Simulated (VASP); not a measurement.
Band structure of MoTe$_{2}$ (space group P6_3/mmc). Computed with LDA (Ceperley-Alder, Perdew-Zunger), VASP's LDA PAW potentials (set 64) (plane waves; VASP).

Unless said otherwise, spin-orbit coupling is left out, though it shifts the bands of the heavy elements here.

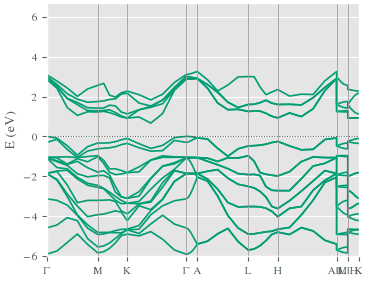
Bands along high-symmetry lines, zero at the valence-band maximum or, without a gap, the Fermi level

Problem. Read the plot: is there a gap, and where are the band edges?

Solution. The gap is indirect, 0.67 eV, from the valence maximum at Γ to the conduction minimum at (0.20, 0.20, 0.00).

The structure is a typed MoTe2 crystal (P6_3/mmc). The cell was not relaxed at this level. The k-mesh is coarse (spacing up to 0.45 per Å, 2π included), so the numbers may not be converged in it.
